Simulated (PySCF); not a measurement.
## Electronic structure of CuF2 (charge +1, triplet) in real space

Input file:

```
{"job": {"kind": "sp", "xc": "B3LYP", "basis": "ma-def2-SVP", "d3": "d3bj", "grid": 2}, "charge": 1, "multiplicity": 3}
Cu     0.016630    -0.003848    -0.016981
F      0.016584    -0.003816     1.736099
F      0.016639    -0.003845    -1.770074
```

Command:

```sh
OMP_NUM_THREADS=1 python redox_run.py task.json out
```

Geometry: BP86-D3(BJ)/def2-SVP.

Computed with DFT single point, gas phase, functional B3LYP in PySCF 2.14.0, density-fitted response routines.

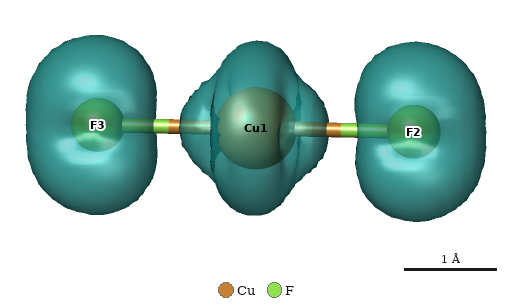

Figure 1. Isosurface of the spin density (α minus β) at +0.03 e/Å³ (teal), seen from one side.

Q: Which atoms carry the spin?

A: The unpaired spin (2 electrons) lies mostly on Cu1 (about 0.9), F2 (about 0.5) and F3 (about 0.5), in electrons by Hirshfeld's partition.

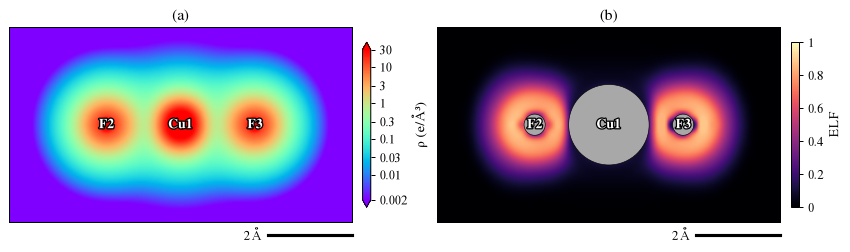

Figure 2. (a) electron density; (b) ELF on a plane that holds the molecular axis. Grey discs cover the atomic cores in the ELF map.

Q: Describe what can be read from this map.

A: Atoms in the plane: Cu and F. Cu–F (1.75 Å): ρ at the midpoint is about 0.8 e/Å³; the ELF peaks at about 0.85 in the valence shell of F, 0.5 Å from its nucleus, and is about 0.10 at the midpoint.

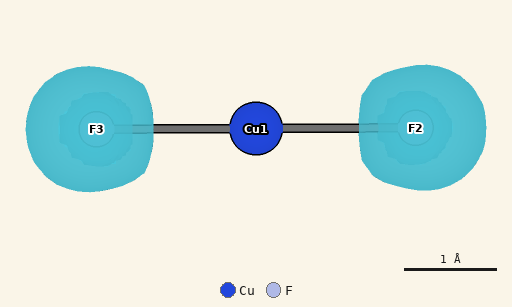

Figure 3. Isosurface of the electron localisation function at 0.75 (cyan), seen from one side. Core shells and regions of very low density are left out.

Q: Describe the localisation domains.

A: The ELF exceeds this value in two regions wrapped around F (the valence shell of each).
